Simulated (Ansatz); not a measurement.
# SrLi2SnS4: complex band structure

Wanted: the relaxed cell of SrLi2SnS4, its band edges and its decay constants. It is built by putting Sr for Pb, Sn for Ge in the Li2GePbS4 structure of space group I-42m, with the volume rescaled by atomic radii. The parent structure comes from the Materials Project.

Main program and level: Ansatz 0.2.0; r2SCAN DFT, plane waves, PAW files, in the first sound run; inputs show where later runs differ.

The structure was built from a prototype and need not be the compound's stable phase.

**1. The structure**

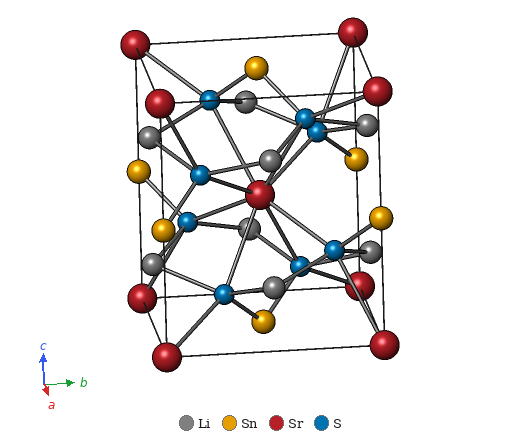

The cell as given, slightly off an axis (lithium grey, tin orange, strontium red, sulfur blue). This picture shows the conventional cell, with its axes. Some periodic images of atoms are drawn too.

**2. Cell and atoms at rest**

The substituted atoms don't fit the parent's cell, so cell and atoms relax together. A small smearing keeps the run stable in case the gap closes on the way.

The input, input.yaml:

```yaml
crystal:
  lattice:
    - [-3.4435291497, 3.4435291497, 4.1448106202]
    - [3.4435291497, -3.4435291497, 4.1448106202]
    - [3.4435291497, 3.4435291497, -4.1448106202]
  atoms:
    - { symbol: Li, position: [0.75, 0.25, 0.5] }
    - { symbol: Li, position: [0.25, 0.75, 0.5] }
    - { symbol: Sn, position: [0.5, 0.5, 0.0] }
    - { symbol: Sr, position: [0.0, 0.0, 0.0] }
    - { symbol: S, position: [0.465803, 0.859819, 0.0] }
    - { symbol: S, position: [0.140181, 0.140181, 0.605984] }
    - { symbol: S, position: [0.534197, 0.534197, 0.394016] }
    - { symbol: S, position: [0.859819, 0.465803, 0.0] }
kpoints:
  mp_grid: { grid: [4, 4, 4] }
scf:
  occupations: { method: gaussian, width: 0.03 }
hamiltonian:
  xc: r2scan
output:
  forces: true
  stress: true
relax:
  f_tol: 0.02
  max_steps: 60
  cell: {}
```

Run with:

```sh
$ ansatz run input.yaml --threads 2 --pin off --max-ram 4096MiB --backend cpu --events-out ev --progress --plain --runs-dir out
```

Numbers of over 12 decimals in the logs are rounded to 6 here.

Log:

```text
Engine: ansatz 0.2.0, x86_64-unknown-linux-gnu
Pseudopotentials: kind: paw
Pseudopotential: Li, paw, valence charge 3, recommended cutoff 500 eV (meta_gga), Li.paw.azcp
Pseudopotential: Sn, paw, valence charge 14, recommended cutoff 500 eV (meta_gga), Sn.paw.azcp
Pseudopotential: Sr, paw, valence charge 10, recommended cutoff 500 eV (meta_gga), Sr.paw.azcp
Pseudopotential: S, paw, valence charge 6, recommended cutoff 500 eV (meta_gga), S.paw.azcp
Functional definition: r2SCAN
  parameter k0 = 0.174
  parameter k1 = 0.065
  parameter a1 = 4.9479
  exchange = r2scan_x(k0 = k0, k1 = k1, a1 = a1)
  correlation = r2scan_c
Crystal: 8 atoms, lattice volume = 196.595 Å³
Basis set: ecut = 500 eV, 5015 PW (Γ), exchange–correlation on 192×192×192 points (64 copies of the dense FFT grid, shifted against one another)
Bands: 35, of which v1, the nominal top of the filled ones, is band 27 counted from 1 (26 counted from 0)
Symmetry: 8 space group operations
Space group: I-42m (ITA 121), of the structure as read, at distance tolerance 5.8e-5 Å
k-points: 13 of 64 (time reversal used)
Non-local potential: Li, projectors of the file, l = 0: 3, l = 1: 2, l = 2: 1
Non-local potential: Sn, projectors of the file, l = 0: 2, l = 1: 2, l = 2: 2, l = 3: 2
Non-local potential: Sr, projectors of the file, l = 0: 3, l = 1: 2, l = 2: 2
Non-local potential: S, projectors of the file, l = 0: 2, l = 1: 2, l = 2: 2
PAW form: soft (Blöchl's): semilocal exchange-correlation on the pseudo side does not see the compensation charge
PAW frozen core: Sn, regenerated for the run's functional (the file was generated under x = pbe(κ = 0.804, μ = 0.219515), c = pbe(β = 0.066725))
PAW frozen core: Sr, regenerated for the run's functional (the file was generated under x = pbe(κ = 0.804, μ = 0.219515), c = pbe(β = 0.066725))
PAW frozen core: S, regenerated for the run's functional (the file was generated under x = pbe(κ = 0.804, μ = 0.219515), c = pbe(β = 0.066725))
PAW one-centre angular grid: Li, 302 points (default); XC on 327 of its mesh's 2665 points in the sphere
PAW one-centre angular grid: Sn, 590 points (default); XC on 249 of its mesh's 2787 points in the sphere
PAW one-centre angular grid: Sr, 302 points (default); XC on 160 Gauss nodes
PAW one-centre angular grid: S, 302 points (default); XC on 160 Gauss nodes
Initial density: superposition of atomic densities (neutral atoms: chi_scale 0, normalization atom), corrected by the library's trained network
Initial wavefunctions: pseudopotential atomic-orbital guess
Functional: x = r2scan, c = r2scan; τ floored in thin density (d = 2e-4 eV/Å³)
SCF iter   1: F=—  HF=-13638.282748 eV  |F-HF|=—  |Δ(HF+E_count)|=         —  Δρ=4.52e-3  dr2=2.32e-2  dr2_τ=3.44e-2  ethr=1.77e-3  ⟨swp⟩=9.3  Hψ=2611  notcnv=0  defer=1
preconditioner: auto → Resta (q_TF=auto, 2.200 Å⁻¹)  ε∞=3.3  [insulator: Δε(μ)=3.238 eV  Ē_g=9.805 eV  σ=0.030 eV  W_gap=1.00  n_scr=42 (ndim 8)  ℏωp=15.0 eV  f_vac=0.025  D(μ)=0.00/eV (n_scr^D=0)  ε∞_Penn≈3.3]
SCF iter   2: F=—  HF=-13638.375969 eV  |F-HF|=—  |Δ(HF+E_count)|=   9.32e-2  Δρ=2.45e-3  dr2=8.27e-3  dr2_τ=2.71e-4  ethr=4.29e-5  ⟨swp⟩=3.0  Hψ=1044  notcnv=0  defer=31
SCF iter   3: F=—  HF=-13638.376280 eV  |F-HF|=—  |Δ(HF+E_count)|=   3.11e-4  Δρ=7.19e-4  dr2=9.07e-4  dr2_τ=4.98e-5  ethr=1.53e-5  ⟨swp⟩=2.5  Hψ=811  notcnv=0  defer=18
automatic band count: iteration 3 solves 34 bands in place of 35: the levels show a gap, and the empty bands left out lie too high to hold charge; the band table lists the bands solved (type scf.n_extra_bands for more)
SCF iter   4: F=—  HF=-13638.376044 eV  |F-HF|=—  |Δ(HF+E_count)|=   2.35e-4  Δρ=1.52e-4  dr2=6.17e-5  dr2_τ=2.55e-6  ethr=1.68e-6  ⟨swp⟩=2.0  Hψ=629  notcnv=0  defer=18
SCF iter   5: F=—  HF=-13638.375973 eV  |F-HF|=—  |Δ(HF+E_count)|=   7.12e-5  Δρ=3.07e-5  dr2=2.02e-6  dr2_τ=1.59e-7  ethr=1.14e-7  ⟨swp⟩=2.0  Hψ=735  notcnv=0  defer=18
SCF iter   6: F=-13638.375975 eV  HF=-13638.375975 eV  |F-HF|=3.50e-8  |Δ(HF+E_count)|=   1.46e-6  Δρ=5.82e-6  dr2=6.91e-8  dr2_τ=3.86e-9  ethr=1.85e-10  ⟨swp⟩=4.2  Hψ=2100  notcnv=0
SCF 1 converged in 6 iterations: F = -13638.375975 eV  dr2 = 6.91e-8
  greatest PAW one-centre occupation: 0.999 electrons in one spin orbital (limit 2), on the Li atom at site 1 (counted from 0), in its partial waves of l = 0
relax step   1: F+E_penalty+E_count = -13638.37597468 eV  Δ(F+E_penalty+E_count) = +0.000e0 eV  max|allowed force component| = 6.047e-1 eV/Å  Δτ_max = 0.0000 Å  P = -1.206 GPa  Ω = 196.595 Å³  (6 SCF iters, dr2 threshold 1.00e-7 eV, accepted)
Crystal: 8 atoms, lattice volume = 175.202 Å³
Basis set: ecut = 500 eV, 4431 PW (Γ), exchange–correlation on 192×192×192 points (64 copies of the dense FFT grid, shifted against one another)
Initial density: handed on by an earlier stage of this run
Initial wavefunctions: those handed on with the density
iter 1 solved again at ethr=4.88e-4 eV; its pass at ethr=3.10e-3 eV (dr2=2.63e-1 eV) is discarded
SCF iter   1: F=—  HF=-13638.937532 eV  |F-HF|=—  |Δ(HF+E_count)|=         —  Δρ=8.42e-3  dr2=2.66e-1  dr2_τ=4.13e-1  ethr=4.88e-4  ⟨swp⟩=1.2  Hψ=2532  notcnv=0
automatic band count: iteration 1 solves 31 bands in place of 35: the levels show a gap, and the empty bands left out lie too high to hold charge; the band table lists the bands solved (type scf.n_extra_bands for more)
preconditioner: auto → Resta (q_TF=auto, 2.242 Å⁻¹)  ε∞=3.5  [insulator: Δε(μ)=2.843 eV  Ē_g=10.985 eV  σ=0.030 eV  W_gap=1.00  n_scr=26 (ndim 8)  ℏωp=17.3 eV  f_vac=0.004  D(μ)=0.00/eV (n_scr^D=0)  ε∞_Penn≈3.5]
SCF iter   2: F=—  HF=-13638.694848 eV  |F-HF|=—  |Δ(HF+E_count)|=   2.43e-1  Δρ=4.61e-3  dr2=7.51e-2  dr2_τ=1.18e-3  ethr=4.88e-4  ⟨swp⟩=3.5  Hψ=718  notcnv=0
SCF iter   3: F=—  HF=-13638.678909 eV  |F-HF|=—  |Δ(HF+E_count)|=   1.59e-2  Δρ=8.45e-4  dr2=1.75e-3  dr2_τ=1.56e-4  ethr=1.39e-4  ⟨swp⟩=4.2  Hψ=685  notcnv=0
SCF iter   4: F=—  HF=-13638.679840 eV  |F-HF|=—  |Δ(HF+E_count)|=   9.30e-4  Δρ=3.54e-4  dr2=2.57e-4  dr2_τ=2.00e-5  ethr=3.25e-6  ⟨swp⟩=2.1  Hψ=713  notcnv=0
SCF iter   5: F=—  HF=-13638.679850 eV  |F-HF|=—  |Δ(HF+E_count)|=   1.05e-5  Δρ=9.36e-5  dr2=2.31e-5  dr2_τ=3.51e-6  ethr=4.76e-7  ⟨swp⟩=2.0  Hψ=727  notcnv=0
SCF iter   6: F=—  HF=-13638.679850 eV  |F-HF|=—  |Δ(HF+E_count)|=   1.81e-7  Δρ=2.35e-5  dr2=8.52e-7  dr2_τ=1.30e-7  ethr=4.27e-8  ⟨swp⟩=2.0  Hψ=701  notcnv=0
SCF iter   7: F=-13638.679851 eV  HF=-13638.679851 eV  |F-HF|=1.39e-8  |Δ(HF+E_count)|=   4.62e-7  Δρ=5.73e-6  dr2=7.55e-8  dr2_τ=1.75e-8  ethr=1.48e-9  ⟨swp⟩=5.0  Hψ=1615  notcnv=0
SCF 2 converged in 7 iterations: F = -13638.679851 eV  dr2 = 7.55e-8
relax step   2: F+E_penalty+E_count = -13638.67985058 eV  Δ(F+E_penalty+E_count) = -3.039e-1 eV  max|allowed force component| = 1.723e-1 eV/Å  Δτ_max = 0.1562 Å  P = +0.552 GPa  Ω = 175.202 Å³  energy of the carried Pulay correction = +2.033e-3 eV  (7 SCF iters, dr2 threshold 8.00e-7 eV, accepted)
Crystal: 8 atoms, lattice volume = 179.979 Å³
Basis set: ecut = 500 eV, 4559 PW (Γ), exchange–correlation on 192×192×192 points (64 copies of the dense FFT grid, shifted against one another)
iter 1 solved again at ethr=2.58e-5 eV; its pass at ethr=3.10e-3 eV (dr2=1.40e-2 eV) is discarded
SCF iter   1: F=—  HF=-13638.675958 eV  |F-HF|=—  |Δ(HF+E_count)|=         —  Δρ=1.91e-3  dr2=1.44e-2  dr2_τ=2.18e-2  ethr=2.58e-5  ⟨swp⟩=2.6  Hψ=2385  notcnv=0
automatic band count: iteration 1 solves 31 bands in place of 35: the levels show a gap, and the empty bands left out lie too high to hold charge; the band table lists the bands solved (type scf.n_extra_bands for more)
preconditioner: auto → Resta (q_TF=auto, 2.232 Å⁻¹)  ε∞=3.4  [insulator: Δε(μ)=2.974 eV  Ē_g=10.966 eV  σ=0.030 eV  W_gap=1.00  n_scr=26 (ndim 8)  ℏωp=17.1 eV  f_vac=0.020  D(μ)=0.00/eV (n_scr^D=0)  ε∞_Penn≈3.4]
SCF iter   2: F=—  HF=-13638.704522 eV  |F-HF|=—  |Δ(HF+E_count)|=   2.86e-2  Δρ=1.10e-3  dr2=4.59e-3  dr2_τ=5.76e-5  ethr=2.58e-5  ⟨swp⟩=2.9  Hψ=671  notcnv=0
SCF iter   3: F=—  HF=-13638.703499 eV  |F-HF|=—  |Δ(HF+E_count)|=   1.02e-3  Δρ=2.57e-4  dr2=1.59e-4  dr2_τ=1.36e-5  ethr=8.49e-6  ⟨swp⟩=3.0  Hψ=627  notcnv=0
SCF iter   4: F=—  HF=-13638.703472 eV  |F-HF|=—  |Δ(HF+E_count)|=   2.71e-5  Δρ=9.40e-5  dr2=2.35e-5  dr2_τ=1.71e-6  ethr=2.95e-7  ⟨swp⟩=2.0  Hψ=559  notcnv=0
SCF iter   5: F=—  HF=-13638.703477 eV  |F-HF|=—  |Δ(HF+E_count)|=   5.44e-6  Δρ=3.36e-5  dr2=3.62e-6  dr2_τ=1.43e-7  ethr=4.35e-8  ⟨swp⟩=2.5  Hψ=717  notcnv=0
SCF iter   6: F=-13638.703478 eV  HF=-13638.703478 eV  |F-HF|=4.50e-9  |Δ(HF+E_count)|=   5.13e-7  Δρ=8.65e-6  dr2=2.05e-7  dr2_τ=6.58e-9  ethr=1.48e-9  ⟨swp⟩=5.0  Hψ=1682  notcnv=0
SCF 3 converged in 6 iterations: F = -13638.703478 eV  dr2 = 2.05e-7
relax step   3: F+E_penalty+E_count = -13638.70347801 eV  Δ(F+E_penalty+E_count) = -2.363e-2 eV  max|allowed force component| = 1.397e-2 eV/Å  Δτ_max = 0.0339 Å  P = -0.213 GPa  Ω = 179.979 Å³  energy of the carried Pulay correction = +1.559e-3 eV  (6 SCF iters, dr2 threshold 8.00e-7 eV, accepted)
[...]
relax step   4: F+E_penalty+E_count = -13638.70400674 eV  Δ(F+E_penalty+E_count) = -5.287e-4 eV  max|allowed force component| = 5.429e-3 eV/Å  Δτ_max = 0.0005 Å  P = -0.038 GPa  Ω = 179.402 Å³  energy of the carried Pulay correction = +1.616e-3 eV  (5 SCF iters, dr2 threshold 1.55e-7 eV, accepted)
Initial wavefunctions: pseudopotential atomic-orbital guess (no wavefunctions were taken with the density)
iter 1 solved again at ethr=1.12e-6 eV; its pass at ethr=3.10e-3 eV (dr2=6.07e-4 eV) is discarded
SCF iter   1: F=—  HF=-13638.702563 eV  |F-HF|=—  |Δ(HF+E_count)|=         —  Δρ=6.39e-5  dr2=6.54e-7  dr2_τ=4.91e-6  ethr=1.12e-6  ⟨swp⟩=3.4  Hψ=3848  notcnv=0
eigensolver tolerance schedule: the retry pair's looser diagonalisation over-reported the residual by 926.68 of it (diagonalisation noise at 0.51 of the residual, at the tolerance the schedule requests for it); recorded, not acted on — ethr = c·dr2/N_el stays at c = 1.0e-1
preconditioner: auto → Resta (q_TF=auto, 2.233 Å⁻¹)  ε∞=3.1  [insulator: Δε(μ)=2.976 eV  Ē_g=11.824 eV  σ=0.030 eV  W_gap=1.00  n_scr=26 (ndim 8)  ℏωp=17.1 eV  f_vac=0.016  D(μ)=0.00/eV (n_scr^D=0)  ε∞_Penn≈3.1]
SCF iter   2: F=—  HF=-13638.702538 eV  |F-HF|=—  |Δ(HF+E_count)|=   2.51e-5  Δρ=3.35e-5  dr2=1.87e-7  dr2_τ=4.60e-7  ethr=1.21e-9  ⟨swp⟩=3.5  Hψ=1107  notcnv=0
SCF iter   3: F=—  HF=-13638.702539 eV  |F-HF|=—  |Δ(HF+E_count)|=   1.48e-6  Δρ=2.11e-6  dr2=4.06e-9  dr2_τ=7.86e-10  ethr=3.46e-10  ⟨swp⟩=2.0  Hψ=780  notcnv=0
SCF iter   4: F=—  HF=-13638.702539 eV  |F-HF|=—  |Δ(HF+E_count)|=   3.99e-9  Δρ=4.14e-7  dr2=2.56e-10  dr2_τ=5.42e-11  ethr=7.53e-12  ⟨swp⟩=2.0  Hψ=780  notcnv=0
SCF iter   5: F=-13638.702539 eV  HF=-13638.702539 eV  |F-HF|=1.82e-11  |Δ(HF+E_count)|=  7.09e-11  Δρ=1.37e-7  dr2=3.16e-11  dr2_τ=4.32e-12  ethr=1.00e-12  ⟨swp⟩=5.3  Hψ=1751  notcnv=0
SCF 5 converged in 5 iterations: F = -13638.702539 eV  dr2 = 3.16e-11
relax step   5: F+E_penalty+E_count = -13638.70253927 eV  Δ(F+E_penalty+E_count) = +1.467e-3 eV  max|allowed force component| = 5.410e-3 eV/Å  Δτ_max = 0.0000 Å  P = -0.041 GPa  Ω = 179.402 Å³  stress off target by 4.95e-2 GPa  SCF on the basis re-selected at this cell (its energy is not comparable with the rows above)  (5 SCF iters)
basis re-selected at this cell: Δ(F+E_penalty+E_count) = +1.467e-3 eV, ΔP = -0.003 GPa vs the last step (what re-selecting the basis moved, of the pressure what is left beyond the Pulay correction that the steps carried, after the strain that the cell walked since its last selection, with what the two solves' SCF thresholds leave and, on support functions, any second-order correction that the steps lacked; it is no m [...]
SCF converged after 5 iterations
Free energy (F): -13638.702539 eV
Harris-Foulkes:  -13638.702539 eV  (|F-HF|=1.82e-11)
Internal energy: -13638.702539 eV  (E = F + TS)
E sigma→0 (E₀):  -13638.702539 eV
Fermi energy:    6.072607 eV
--- Per-component energies (eV) ---
  E_band       = -467.978571
  E_kinetic    = 904.108278
  E_local      = -2770.890164  (includes V_loc(G=0)·N_el)
  E_nonlocal   = 216.434492
  E_hartree    = 1152.337762
  E_xc         = -926.787065
  E_vxc        = -691.039086  (∫ρ·V_xc dr)
  E_paw        = -9362.599552  (= ΣΔE_a)
  E_vpaw       = -466.876839  (= ΣTr[D̂ρ^β])
  E_aug_tail   = -0.000204  (compensation charges beyond the density's cutoff)
  E_vtau       = 35.609454  (kinetic-family band-sum trace: ∫τ·v_τ [+ j·A + Jᵃ·Aᵃ] dr)
  E_ewald      = -2851.456303
  E_core_change = 0.150216  (= ΣΔE_core)
  E_smearing   = -0.000000  (= −TS)
  E_closure    = 0.000000  (closes the sum)
  Σ components = -13638.702539   (vs F -13638.702539, Δ=0.00e0)
--- Forces (eV/Å), atoms counted from 1 ---
  atom   1  Li     0.00000000    -0.00000000     0.00000000
  atom   2  Li     0.00000000     0.00000000    -0.00000000
  atom   3  Sn     0.00000000     0.00000000    -0.00000000
  atom   4  Sr    -0.00000000     0.00000000     0.00000000
  atom   5  S     -0.00311473     0.00311473    -0.00541032
  atom   6  S      0.00311473     0.00311473     0.00541032
  atom   7  S     -0.00311473    -0.00311473     0.00541032
  atom   8  S      0.00311473    -0.00311473    -0.00541032
  max |Σ_I F_I| component: 1.73e-17 eV/Å
--- Stress (GPa, compression-positive) ---
       -0.049500       0.000000       0.000000
        0.000000      -0.049500      -0.000000
       -0.000000      -0.000000      -0.024465
  P = ⅓ Tr σ = -0.0412 GPa (-0.412 kbar)
--- Relaxed structure (4 steps of the walk, 4 accepted, 1 SCFs on fresh bases) ---
  F+E_penalty+E_count = -13638.70253927 eV   max|allowed force component| = 5.410e-3 eV/Å   (the final SCF, on the basis selected at the relaxed cell)
  cell:  # Å, volume = 179.4021 Å³
    - [-3.347233, 3.347233, 4.003094]
    - [3.347233, -3.347233, 4.003094]
    - [3.347233, 3.347233, -4.003094]
  atoms:
    - { symbol: Li, position: [0.75, 0.25, 0.5] }
    - { symbol: Li, position: [0.25, 0.75, 0.5] }
    - { symbol: Sn, position: [0.5, 0.5, 1.5084213994520555e-18] }
    - { symbol: Sr, position: [3.881512448072851e-19, 0, 4.40300897617577e-19] }
    - { symbol: S, position: [0.464131, 0.878729, 2.7755575615628914e-17] }
    - { symbol: S, position: [0.121271, 0.121271, 0.585402] }
    - { symbol: S, position: [0.535869, 0.535869, 0.414598] }
    - { symbol: S, position: [0.878729, 0.464131, 0.0] }
```

Wall time 13 s (2 threads of AMD EPYC 9R45, shared host); peak memory 0.96 GiB; 25 s of CPU time.

Relaxation path:

```csv
step,energy less that of the first step (eV),largest force component (eV/Å),pressure (GPa),volume (Å³)
1,0.0000,0.6047,-1.21,196.59
2,-0.3039,0.1723,0.55,175.20
3,-0.3275,0.0140,-0.21,179.98
4,-0.3280,0.0054,-0.04,179.40
5*,-0.3266,0.0054,-0.04,179.40
```

Relaxation steps marked * repeat the geometry before them on a plane-wave basis chosen anew for their cell, so energy and pressure can jump there.

The run keeps the 8 symmetry operations that it works with, so distortions that break them were not tested.

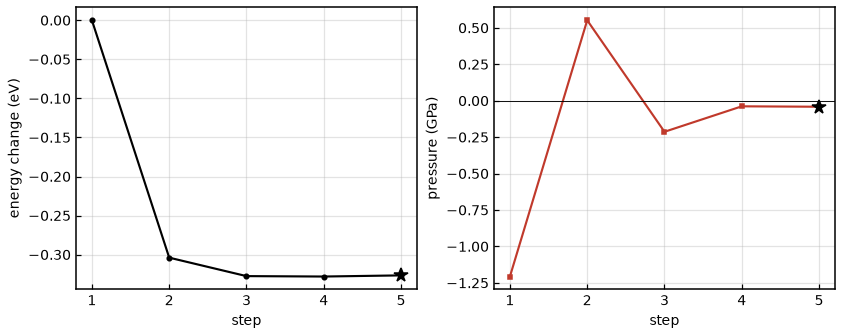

Energy and pressure along the relaxation. Stars mark steps on a basis chosen anew.

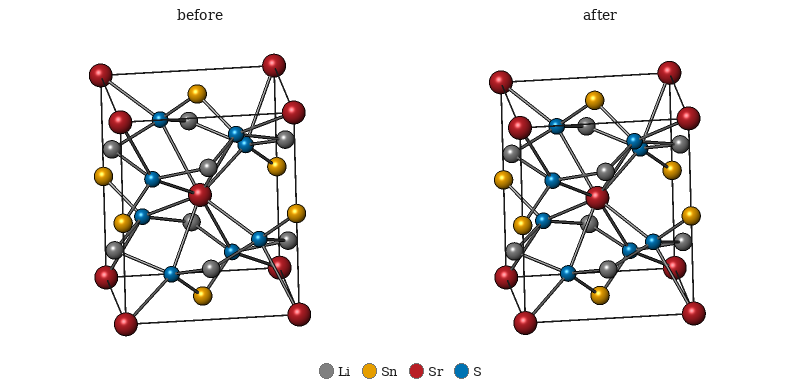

The structure before and after the relaxation, drawn at the same scale.

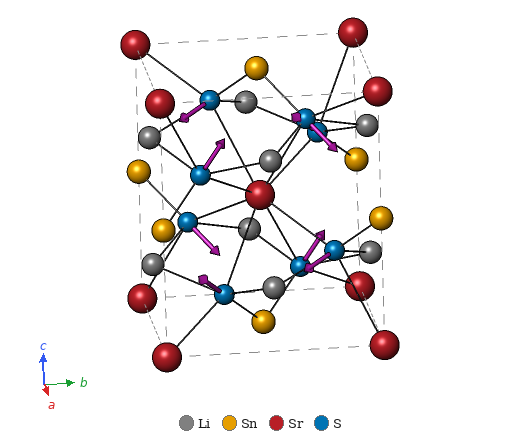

Displacements in the relaxation, exaggerated, measured against the changing cell; the longest in the cell stands for 0.12 Å. Some periodic images of atoms are drawn too.

```csv
"conventional cell, symmetrised",before,after,change
a (Å),6.887,6.694,-2.8 %
b (Å),6.887,6.694,-2.8 %
c (Å),8.290,8.006,-3.4 %
volume (Å³/atom),24.57,22.43,-8.7 %
```

The atoms that moved most (Å, as changes of fractional coordinates times the final cell):

```csv
atom,dx,dy,dz,length
S8,-0.069,0.069,0.069,0.119
S5,0.069,-0.069,0.069,0.119
S6,-0.069,-0.069,-0.069,0.119
S7,0.069,0.069,-0.069,0.119
```

The relaxed structure:

```cif
data_structure
_symmetry_space_group_name_H-M 'P 1'
_symmetry_Int_Tables_number 1
_cell_length_a 6.1994
_cell_length_b 6.1994
_cell_length_c 6.1994
_cell_angle_alpha 114.643
_cell_angle_beta 114.643
_cell_angle_gamma 99.560
_cell_volume 179.40
loop_
_atom_site_label
_atom_site_type_symbol
_atom_site_fract_x
_atom_site_fract_y
_atom_site_fract_z
_atom_site_occupancy
Li1 Li 0.75000 0.25000 0.50000 1
Li2 Li 0.25000 0.75000 0.50000 1
Sn3 Sn 0.50000 0.50000 0.00000 1
Sr4 Sr 0.00000 0.00000 0.00000 1
S5 S 0.46413 0.87873 0.00000 1
S6 S 0.12127 0.12127 0.58540 1
S7 S 0.53587 0.53587 0.41460 1
S8 S 0.87873 0.46413 0.00000 1
```

This step gave:

| Property | Result |
| --- | --- |
| free energy | -13638.7025 eV |
| Fermi energy | 6.073 eV |
| pressure | -0.04116 GPa |

The largest force component on a free atom ends at 0.0054 eV/Å.

(Continued in part 2 of 3.)

[Logs are printed without paths, hosts, clocks, repeated set-up lines and the standing remarks that a program may print on its own settings, such as how far it seeks lower states.]

[Hosts, paths, dates, database ids (printed as entryN), source tags and the programs' standing remarks are cut or masked in the printed files.]
